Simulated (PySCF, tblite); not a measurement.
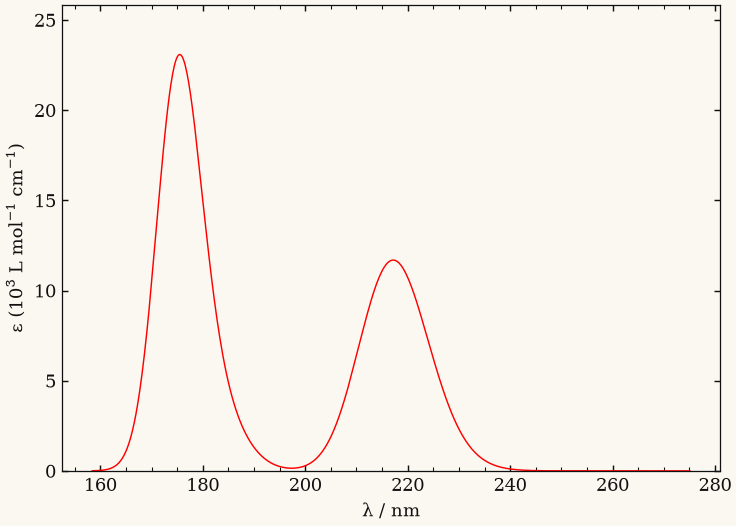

Vertical TDDFT excitations, CAM-B3LYP/def2-SVPD with PySCF, at a GFN2-xTB geometry (a minimum by its frequencies), gas phase. The lowest 8 singlet states are shown; each is broadened by a Gaussian of 1/e half-width 0.25 eV.

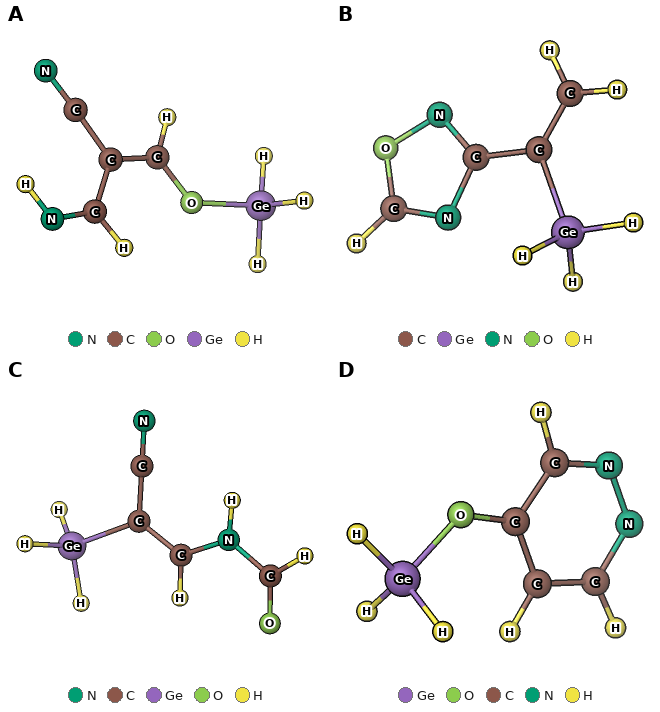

**Which molecule gives this spectrum? The candidates are drawn in the second picture.**

Structure B, C₄H₆GeN₂O, SMILES C=[C]([GeH3])c1ncon1, singlet. Its lowest singlet lies at 5.71 eV (f = 0.176) and the brightest of those computed is S6 at 7.07 eV (175 nm), f = 0.347, mainly HOMO−3 → LUMO (63 %) (S7 lies within 0.06 eV, too close to order).

Caveats: the tight-binding geometry is rougher than a DFT one and adds to the error; one conformer of a flexible molecule; core orbitals are frozen in the response.
